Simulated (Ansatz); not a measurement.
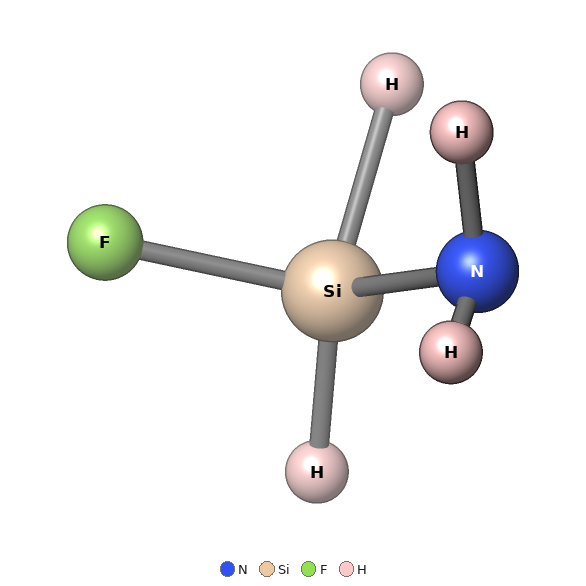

Source: calculation with Ansatz.

Orthographic view. Distant atoms are faded towards the background colour. Geometry: atoms displaced at random (about 0.13 Å) from a stationary point of GFN2-xTB.

Q: Write the InChI string.

A: InChI=1S/FH4NSi/c1-3-2/h2-3H2
